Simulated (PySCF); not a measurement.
**TaO₂F: structure of the singlet**

The task is one start of a wider search on TaO₂F: the singlet, from a trigonal planar start. It is relaxed, tested by its Hessian and followed downhill if it is a saddle.

Program: PySCF 2.14.0. Level of theory: PBE0, basis Ta def2-TZVP with ECP60, O def2-TZVP, F def2-TZVP, scalar-relativistic core potentials, no spin–orbit coupling, density fitting. These are calculated values, not measurements.

## 1. Starting geometry

4 atoms, charge 0, spin multiplicity 1.

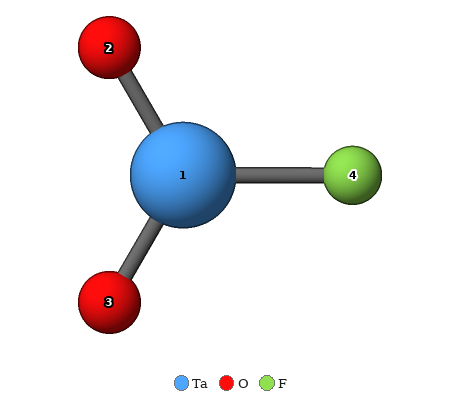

As it starts; tantalum blue, oxygen red, fluorine green; atoms are numbered from 1 in the order of the file.

```xyz
4
charge 0 multiplicity 1
Ta    0.0000    0.0000    0.0000
O    -0.9150    1.5848    0.0000
O    -0.9150   -1.5848    0.0000
F     2.1000    0.0000    0.0000
```

## 2. The SCF at the typed geometry

The steps below are one call of a driver around PySCF. For each, scf.py gives the equivalent set-up of the SCF; relaxations use the driver's own optimiser. After this first run the driver tries any further starts and a stability analysis.

scf.py

```python
from pyscf import gto, scf, dft
mol = gto.M(atom='''
Ta     0.000000     0.000000     0.000000
O     -0.915000     1.584800     0.000000
O     -0.915000    -1.584800     0.000000
F      2.100000     0.000000     0.000000''',
    basis={'Ta': 'def2-TZVP', 'O': 'def2-TZVP', 'F': 'def2-TZVP'},
    ecp={'Ta': 'def2-TZVP'},
    charge=0, spin=0)
mf = dft.RKS(mol, xc='PBE0')
mf.grids.atom_grid = (50, 194)
aux = {'Ta': 'def2-universal-JKFIT', 'O': 'def2-universal-JKFIT', 'F': 'def2-universal-JKFIT'}
mf = mf.density_fit(auxbasis=aux)
mf.conv_tol = 1e-08
mf.diis_space = 10
mf.max_cycle = 60
mf.init_guess = 'minao'
mf.verbose = 4
mf.kernel()
```

On the command line:

```bash
> OMP_NUM_THREADS=4 python axn.py task.json out
```

Output:

```text
init E= -287.598130478765
  HOMO = -0.581243476685295  LUMO = -0.384672619501352  gap/eV = 5.34897
cycle= 1 E= -306.88024652854  delta_E= -19.3  |g|= 1.39  |ddm|= 6.51
  HOMO = -0.16169522615089  LUMO = -0.123719254387708  gap/eV = 1.03338
cycle= 2 E= -299.816299728529  delta_E= 7.06  |g|= 5.48  |ddm|= 3.77
  HOMO = -0.274397328286244  LUMO = -0.137650505968654  gap/eV = 3.72107
cycle= 3 E= -307.154579445243  delta_E= -7.34  |g|= 0.676  |ddm|= 3.57
  HOMO = -0.301655184131985  LUMO = -0.198409570296086  gap/eV = 2.80946
cycle= 4 E= -307.212605098057  delta_E= -0.058  |g|= 0.452  |ddm|= 0.553
  HOMO = -0.329866704062916  LUMO = -0.206521161906096  gap/eV = 3.35640
cycle= 5 E= -307.242856626292  delta_E= -0.0303  |g|= 0.104  |ddm|= 0.214
  HOMO = -0.320899912182814  LUMO = -0.192697755207035  gap/eV = 3.48856
cycle= 6 E= -307.244807461788  delta_E= -0.00195  |g|= 0.041  |ddm|= 0.0676
  HOMO = -0.324154594177369  LUMO = -0.192009386655855  gap/eV = 3.59585
cycle= 7 E= -307.245132236219  delta_E= -0.000325  |g|= 0.00977  |ddm|= 0.018
  HOMO = -0.324446989677632  LUMO = -0.191598588604862  gap/eV = 3.61499
cycle= 8 E= -307.245150762476  delta_E= -1.85e-05  |g|= 0.00143  |ddm|= 0.00496
  HOMO = -0.3244912747254  LUMO = -0.191595671135708  gap/eV = 3.61627
cycle= 9 E= -307.245151144529  delta_E= -3.82e-07  |g|= 0.000224  |ddm|= 0.000827
  HOMO = -0.32449945394383  LUMO = -0.191601828213734  gap/eV = 3.61633
cycle= 10 E= -307.245151153633  delta_E= -9.1e-09  |g|= 2.69e-05  |ddm|= 0.000145
  HOMO = -0.324501860311123  LUMO = -0.191604032886456  gap/eV = 3.61633
Extra cycle  E= -307.245151153529  delta_E= 1.04e-10  |g|= 4.79e-05  |ddm|= 4.84e-05
converged SCF energy = -307.245151153529
```

This step, with its further starts and checks, needed 8 s of wall time on 4 threads of Arm Neoverse V2, shared host.

The starts that the driver tried:

| start | energy (Eh) |
| --- | --- |
| the minimal-basis guess | -307.245151 |
| a thermally smeared density | -307.245151 |
| a smeared PBE density | -307.245151 |

No lower closed-shell solution turned up from the other starts or in the test of internal stability.

## 3. Relaxation: trigonal planar start, singlet

The program finds C2v symmetry in the start, which this walk keeps. The walk stops when the largest gradient is under 0.0003 Eh/bohr and the energy has settled too.

Changes to scf.py since step 2:

```diff
@@ -3,4 +3,4 @@
-Ta     0.000000     0.000000     0.000000
-O     -0.915000     1.584800     0.000000
-O     -0.915000    -1.584800     0.000000
-F      2.100000     0.000000     0.000000''',
+Ta    -0.045814     0.000000     0.000000
+O     -0.960814     1.584800     0.000000
+O     -0.960814    -1.584800     0.000000
+F      2.054186     0.000000     0.000000''',
@@ -17 +16,0 @@
-mf.init_guess = 'minao'
```

Energy and gradient, step by step:

| step | energy (Eh) | change (kJ/mol) | largest symmetric gradient (Eh/bohr) |
| --- | --- | --- | --- |
| 0 | -307.245151 | 0.00 | 0.07859 |
| 1 | -307.274916 | -78.15 | 0.04242 |
| 2 | -307.276396 | -82.03 | 0.01791 |
| 3 | -307.276656 | -82.72 | 0.00117 |
| 4 | -307.276662 | -82.73 | 0.00020 |
| 5 | -307.276663 | -82.73 | 0.00008 |

The walk took 11 s.

Positions (Å) and forces (eV/Å) along the way:

```
step 0
Ta  -0.046   0.000   0.000  -0.025   0.000   0.000
O   -0.961   1.585   0.000   1.699  -4.041   0.000
O   -0.961  -1.585   0.000   1.699   4.041   0.000
F    2.054   0.000   0.000  -3.373   0.000   0.000
step 1
Ta  -0.012   0.000   0.000   2.181   0.000   0.000
O   -0.926   1.465   0.000  -0.650   0.239   0.000
O   -0.926  -1.465   0.000  -0.650  -0.239   0.000
F    1.951   0.000   0.000  -0.881   0.000   0.000
step 3
Ta   0.024   0.000   0.000  -0.004   0.000   0.000
O   -0.946   1.440   0.000   0.013  -0.060   0.000
O   -0.946  -1.440   0.000   0.013   0.060   0.000
F    1.954   0.000   0.000  -0.022   0.000   0.000
step 5
Ta   0.026   0.000   0.000  -0.004   0.000   0.000
O   -0.947   1.436   0.000   0.001  -0.001   0.000
O   -0.947  -1.436   0.000   0.001   0.001   0.000
F    1.955   0.000   0.000   0.001   0.000   0.000
```

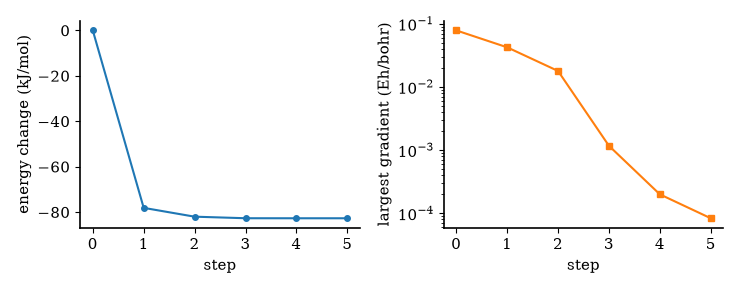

Energy and largest gradient along the walk.

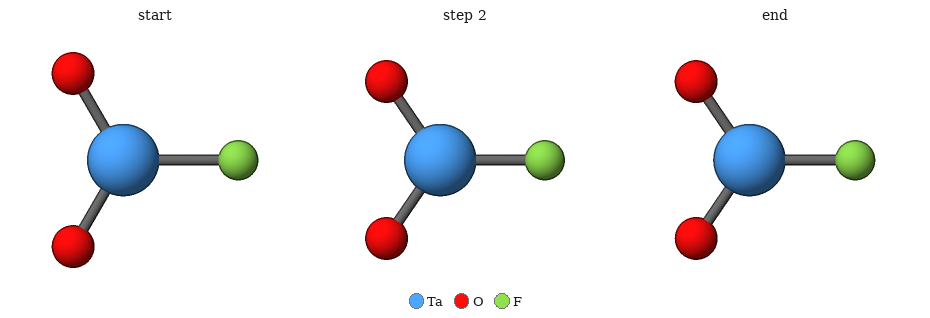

Start and end of the relaxation, with a step between.

It settles in C2v symmetry, 82.7 kJ/mol below the start, after 5 steps: Ta–F 1.929 Å, Ta–O 1.735 Å (×2); F–Ta–O 124.1° (×2), O–Ta–O 111.7°.

## 4. Is it a minimum? Harmonic modes

On the finer grid the gradient is checked again; gradients at displacements of ±0.02 bohr then give force constants and infrared intensities.

Changes to scf.py since step 3:

```diff
@@ -3,4 +3,4 @@
-Ta    -0.045814     0.000000     0.000000
-O     -0.960814     1.584800     0.000000
-O     -0.960814    -1.584800     0.000000
-F      2.054186     0.000000     0.000000''',
+Ta    -0.023694     0.000000     0.000000
+O     -0.997378     1.436309     0.000000
+O     -0.997378    -1.436309     0.000000
+F      1.905778     0.000000     0.000000''',
@@ -11 +11 @@
-mf.grids.atom_grid = (50, 194)
+mf.grids.atom_grid = (75, 302)
@@ -14 +14 @@
-mf.conv_tol = 1e-08
+mf.conv_tol = 1e-10
```

This SCF starts from the last density.

Log of the central SCF (cycles and frontier levels):

```text
init E= -307.27685416206
  HOMO = -0.315210737311524  LUMO = -0.169607941845211  gap/eV = 3.96205
cycle= 1 E= -307.276854162023  delta_E= 3.69e-11  |g|= 1.64e-05  |ddm|= 1.12e-05
  HOMO = -0.315209477900954  LUMO = -0.169610097582108  gap/eV = 3.96196
cycle= 2 E= -307.276854161799  delta_E= 2.24e-10  |g|= 3.9e-05  |ddm|= 2.43e-05
  HOMO = -0.315211026171429  LUMO = -0.169608630100402  gap/eV = 3.96204
cycle= 3 E= -307.276854162062  delta_E= -2.63e-10  |g|= 6.65e-06  |ddm|= 1.81e-05
  HOMO = -0.315210622298796  LUMO = -0.169608677000525  gap/eV = 3.96203
cycle= 4 E= -307.276854162071  delta_E= -8.3e-12  |g|= 2.37e-07  |ddm|= 2.82e-06
  HOMO = -0.315210591559051  LUMO = -0.169608611462564  gap/eV = 3.96203
Extra cycle  E= -307.27685416207  delta_E= 5.68e-13  |g|= 4.03e-07  |ddm|= 3.82e-07
converged SCF energy = -307.27685416207
```

The whole step took 35 s.

Geometry: C2v; Ta–F 1.929 Å, Ta–O 1.735 Å (×2); F–Ta–O 124.1° (×2), O–Ta–O 111.7°.

Harmonic modes (main isotopes):

| symmetry | ω (cm⁻¹) | IR (km/mol) | type |
| --- | --- | --- | --- |
| b1 | 150i | 126 | bend |
| b2 | 191 | 12.8 | bend |
| a1 | 312 | 2.6 | bend |
| a1 | 635 | 136 | stretch |
| b2 | 949 | 286 | stretch |
| a1 | 1006 | 72.5 | stretch |

With 1 mode imaginary (up to 150i cm⁻¹) this point is a saddle.

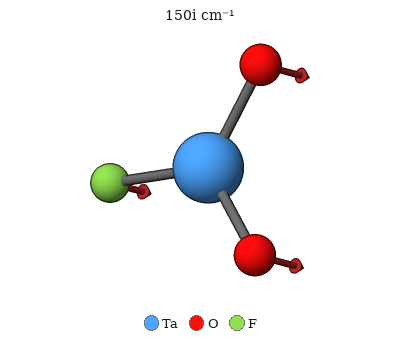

The imaginary mode, as arrows.

Constants and moments:

| Item | Value |
| --- | --- |
| Dipole moment | 2.08 D |
| Highest occupied level | -8.58 eV |
| Lowest empty level | -4.62 eV |
| Rotational constants | 0.2554, 0.167, 0.101 cm⁻¹ |
| Zero-point energy (real modes) | 18.5 kJ/mol |
| Principal polarisabilities | 25.6, 38.0, 44.4 bohr³ |
| Atomisation energy without zero-point energy | 1945 kJ/mol |
| Principal traceless quadrupole moments about the centre of mass | -8.87, -7.21, 16.08 D Å |

Populations by atom (charges in e):

```json
{"atom": "Ta1", "Mulliken": "1.55", "Löwdin": "0.97", "polar tensor": "2.64", "Mayer order to Ta1": "–"}
{"atom": "O2,3", "Mulliken": "-0.54", "Löwdin": "-0.34", "polar tensor": "-0.93", "Mayer order to Ta1": "2.08"}
{"atom": "F4", "Mulliken": "-0.46", "Löwdin": "-0.30", "polar tensor": "-0.78", "Mayer order to Ta1": "0.87"}
```

Outer orbital energies (eV). occupied: -12.71, -12.67, -11.07, -10.64, -10.37, -9.83, -9.30, -8.58; empty: -4.62, -2.19, -1.16, 0.44.

Mulliken populations on Ta1 (outside its core potential): s 2.18, p 6.32, d 2.77, f 0.18.

## 5. Leaving the saddle point

The atoms are moved a little along the softest imaginary mode and relaxed again.

The program finds Cs symmetry in the start, which this walk keeps. The walk stops when the largest gradient is under 0.0003 Eh/bohr and the energy has settled too.

Changes to scf.py since step 4:

```diff
@@ -3,4 +3,4 @@
-Ta    -0.023694     0.000000     0.000000
-O     -0.997378     1.436309     0.000000
-O     -0.997378    -1.436309     0.000000
-F      1.905778     0.000000     0.000000''',
+Ta    -0.023752    -0.000000    -0.066501
+O     -0.997436     1.436309     0.250000
+O     -0.997436    -1.436309     0.250000
+F      1.905720     0.000000     0.212429''',
@@ -11 +11 @@
-mf.grids.atom_grid = (75, 302)
+mf.grids.atom_grid = (50, 194)
@@ -14 +14 @@
-mf.conv_tol = 1e-10
+mf.conv_tol = 1e-08
```

Energy and gradient, step by step:

| step | energy (Eh) | change (kJ/mol) | largest symmetric gradient (Eh/bohr) |
| --- | --- | --- | --- |
| 0 | -307.279096 | 0.00 | 0.02576 |
| 1 | -307.285924 | -17.93 | 0.01198 |
| 2 | -307.287215 | -21.32 | 0.01346 |
| 3 | -307.288585 | -24.91 | 0.00370 |
| 4 | -307.288745 | -25.33 | 0.00090 |
| 5 | -307.288746 | -25.34 | 0.00029 |

The walk took 13 s.

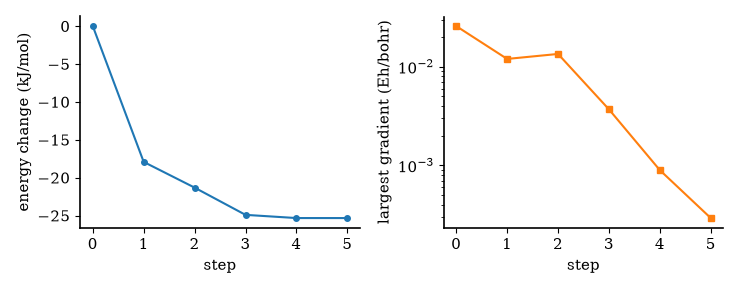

How energy and gradient fall.

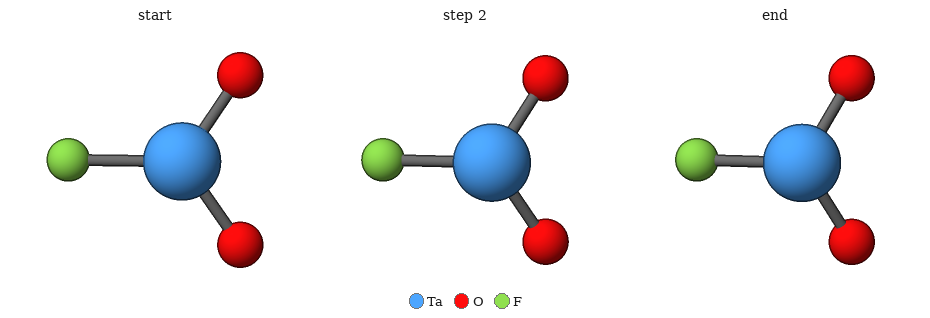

The geometry along the walk, at one scale.

End point (Cs, 5 steps, 25.3 kJ/mol gained): Ta–F 1.891 Å, Ta–O 1.728 Å (×2); F–Ta–O 109.6° (×2), O–Ta–O 106.7°.

## 6. Frequencies

The same treatment as at the point before.

Changes to scf.py since step 5:

```diff
@@ -3,4 +3,4 @@
-Ta    -0.023752    -0.000000    -0.066501
-O     -0.997436     1.436309     0.250000
-O     -0.997436    -1.436309     0.250000
-F      1.905720     0.000000     0.212429''',
+Ta    -0.033206    -0.000000    -0.133489
+O     -0.855817     1.386705     0.488884
+O     -0.855817    -1.386705     0.488884
+F      1.761343     0.000000     0.463915''',
@@ -11 +11 @@
-mf.grids.atom_grid = (50, 194)
+mf.grids.atom_grid = (75, 302)
@@ -14 +14 @@
-mf.conv_tol = 1e-08
+mf.conv_tol = 1e-10
```

SCF at the final geometry:

```text
init E= -307.288664442273
  HOMO = -0.306416171513913  LUMO = -0.15178443486716  gap/eV = 4.20774
cycle= 1 E= -307.288664442178  delta_E= 9.46e-11  |g|= 2.34e-05  |ddm|= 1.44e-05
  HOMO = -0.306416798126108  LUMO = -0.151783912384584  gap/eV = 4.20778
cycle= 2 E= -307.288664441348  delta_E= 8.29e-10  |g|= 6.96e-05  |ddm|= 4.26e-05
  HOMO = -0.306416227133617  LUMO = -0.151784249267884  gap/eV = 4.20775
cycle= 3 E= -307.288664442282  delta_E= -9.34e-10  |g|= 5.54e-07  |ddm|= 3.19e-05
  HOMO = -0.306416277441929  LUMO = -0.151784264466006  gap/eV = 4.20775
cycle= 4 E= -307.288664442286  delta_E= -3.52e-12  |g|= 1.44e-07  |ddm|= 2.97e-07
  HOMO = -0.306416264539134  LUMO = -0.151784285203661  gap/eV = 4.20775
Extra cycle  E= -307.288664442284  delta_E= 1.42e-12  |g|= 3.8e-07  |ddm|= 2.47e-07
converged SCF energy = -307.288664442284
```

The whole step needed 43 s of wall time on 4 threads of Arm Neoverse V2, shared host.

Geometry: Cs; Ta–F 1.891 Å, Ta–O 1.728 Å (×2); F–Ta–O 109.7° (×2), O–Ta–O 106.7°.

Harmonic modes (main isotopes):

```csv
symmetry,ω (cm⁻¹),IR (km/mol),μ (u)
a',188,45.7,19.92
a'',231,4.4,18.51
a',336,5.5,17.03
a',661,123,21.10
a'',950,237,17.73
a',1016,52.3,16.95
```

Every mode is real; the point is a minimum.

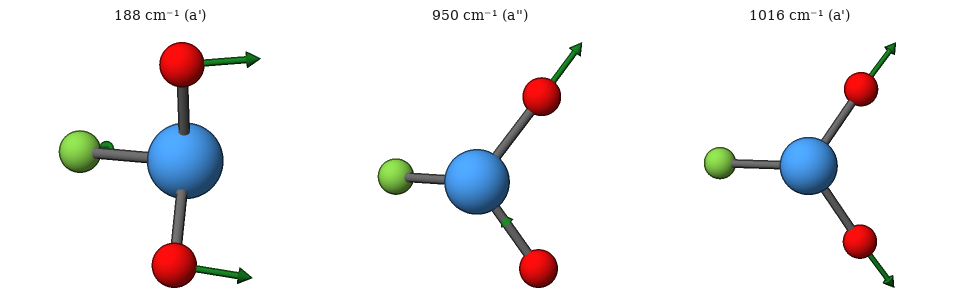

How the atoms move in 3 of the modes.

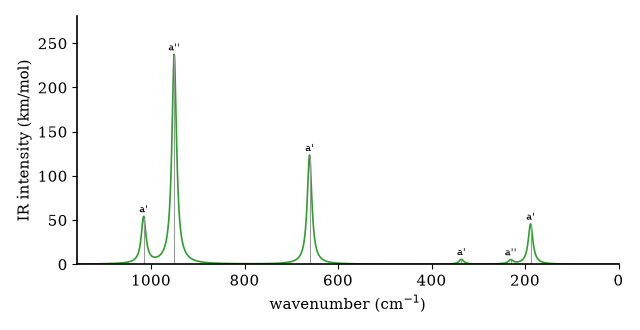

The harmonic infrared spectrum (widths in cm⁻¹). Lines are broadened to a width of 12 cm⁻¹ (Lorentzian).

Properties at this point:

```yaml
Dipole_moment: 5.94 D
Highest_occupied_level: -8.34 eV
Lowest_empty_level: -4.13 eV
Rotational_constants: 0.2208, 0.1729, 0.1169 cm⁻¹
Zero-point_energy: 20.2 kJ/mol
Principal_polarisabilities: 25.4, 38.1, 46.0 bohr³
Atomisation_energy_without_zero-point_energy: 1976 kJ/mol
Principal_traceless_quadrupole_moments_about_the_centre_of_mass: -6.81, -4.98, 11.80 D Å
Entropy_at_298.15_K_and_1_bar: 307.8 J/(mol K)
Heat_capacity_Cp_at_298.15_K: 62.4 J/(mol K)
Enthalpy_at_298.15_K_above_0_K: 14.33 kJ/mol
Rotational_symmetry_number: 1
```

Populations by atom (charges in e):

```csv
atom,Mulliken,Löwdin,polar tensor,Mayer order to Ta1
Ta1,1.47,0.90,2.27,–
"O2,3",-0.53,-0.32,-0.81,2.10
F4,-0.42,-0.25,-0.66,0.93
```

Mulliken populations on Ta1 (outside its core potential): s 2.25, p 6.25, d 2.85, f 0.18.

## 7. Would spin polarisation lower it?

At the lowest minimum the closed shell is tested against spin polarisation, on the (50, 194) grid. It is stable.

## 8. All stationary points

| spin | group | bonds | imaginary modes (cm⁻¹) | ΔE (kJ/mol) | with zero-point energy |
| --- | --- | --- | --- | --- | --- |
| singlet | Cs | Ta–F 1.891 Å, Ta–O 1.728 Å (×2) | none | 0.0 | 0.0 |
| singlet | C2v | Ta–F 1.929 Å, Ta–O 1.735 Å (×2) | 150i | 31.0 | – |

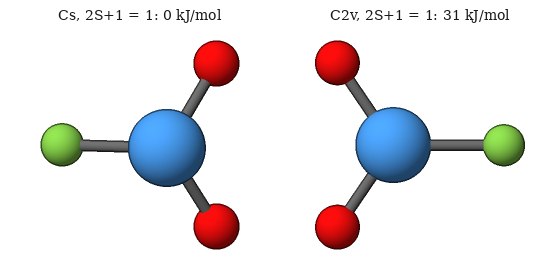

The points, lowest first (tantalum blue, oxygen red, fluorine green).

## 9. Summary of results

| quantity | value |
| --- | --- |
| minimum | singlet, Cs |
| geometry | Ta–F 1.891 Å, Ta–O 1.728 Å (×2); F–Ta–O 109.7° (×2), O–Ta–O 106.7° |
| wavenumbers (cm⁻¹) | 188 (a'), 231 (a''), 336 (a'), 661 (a'), 950 (a''), 1016 (a') |
| dipole moment | 5.94 D |
| highest occupied, lowest empty level | -8.34, -4.13 eV |
| polar-tensor charge of Ta1 | +2.27 e |
| zero-point energy | 20.2 kJ/mol |
| entropy at 298.15 K | 307.8 J/(mol K) |
| atomisation energy (no zero-point energy) | 1976 kJ/mol |

In words: The trigonal planar start (C2v) ends in a minimum of Cs symmetry, after a stop at a saddle point 31.0 kJ/mol higher, from which it was pushed off along an imaginary mode. In the infrared the band at 950 cm⁻¹ (a'', stretch) leads. With 5.9 D the molecule is strongly polar. Only this shape and spin were tried, so other structures or states may lie lower. With an element this heavy the missing spin–orbit coupling can shift these numbers.

The search up to here took 1.9 min.
